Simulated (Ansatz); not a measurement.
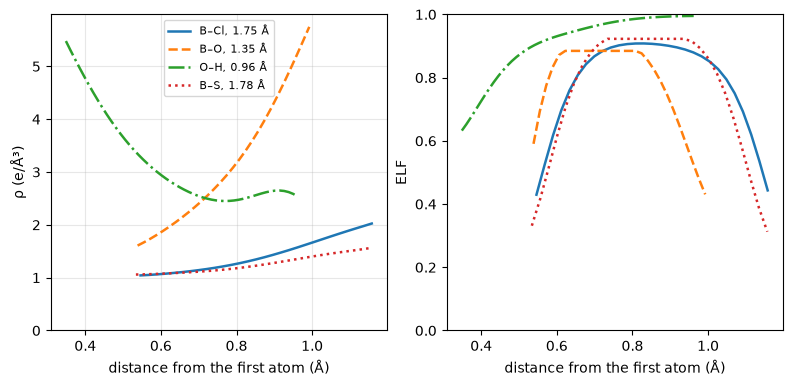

Figure 1: B₂ClH₃OS. Total electron density and ELF along straight lines between neighbouring atoms. The curves leave out the atomic cores.

Geometry: PBE0-D4/def2-TZVP.

Level of theory: Ansatz 0.2.0, RKS PBE0-D4/def2-TZVPP.

```xyz
8

B    -0.6924    0.0469    1.6679
S    -1.0239    0.0577   -0.0804
B     0.5937   -0.0494   -0.9549
O     0.5932   -0.0573   -2.3005
Cl    2.1428   -0.1412   -0.1515
H     0.4158   -0.0207    2.0889
H    -1.6538    0.1116    2.3682
H    -0.2832   -0.0048   -2.6935
```

**What can be read from the curves?**

B–Cl (1.75 Å): the density is about 1.4 e/Å³ at the midpoint; the ELF peaks at about 0.90 between the atoms (a shared but strongly polarised pair).
B–O (1.35 Å): the density is about 2.2 e/Å³ at the midpoint; the ELF peaks at about 0.90 between the atoms; a polar covalent bond.
O–H (0.96 Å): ρ at the midpoint is about 3.8 e/Å³; the ELF climbs to about 1 towards the hydrogen, as it does in any bond to H (an ordinary covalent bond to hydrogen).
B–S (1.78 Å): ρ at the midpoint is about 1.3 e/Å³; the ELF peaks at about 0.90 between the atoms; a covalent bond.
